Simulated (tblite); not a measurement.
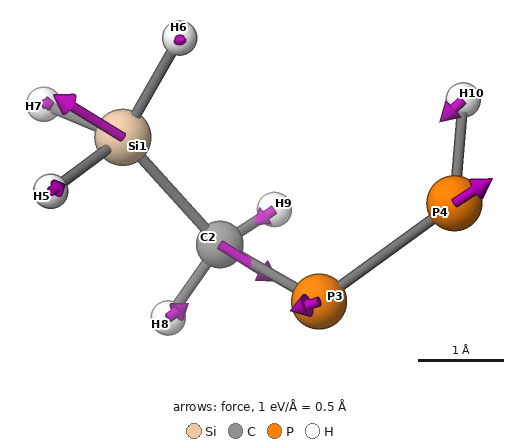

Starting geometry of CH6P2Si with the computed forces as purple arrows. A ball-and-stick model, seen at a tilt.

Computed with tblite 0.8.0, GFN2-xTB geometry optimisation, gas phase. 

Question: Is this structure relaxed? If not, where do the atoms go?

Answer: It isn't relaxed: the largest force vector, on Si1, is 2.11 eV/Å. The final displacements follow the starting forces only in part (cosine between the two patterns 0.31). After 44 geometry steps the energy has fallen by 0.339 eV. H10 moves most after the best rigid fit: 0.56 Å. By element the largest moves are H 0.56 Å, C 0.13 Å, P 0.11 Å, Si 0.05 Å. Among the contacts that change: Si1–C2 1.839 → 1.913 Å, P4–H10 1.439 → 1.404 Å, Si1–H5 1.496 → 1.462 Å, C2–P3 1.888 → 1.854 Å. Bond angles that change, for instance: P3–P4–H10 116.6° → 98.6°, C2–P3–P4 114.5° → 106.3°, C2–Si1–H6 114.7° → 108.4°.
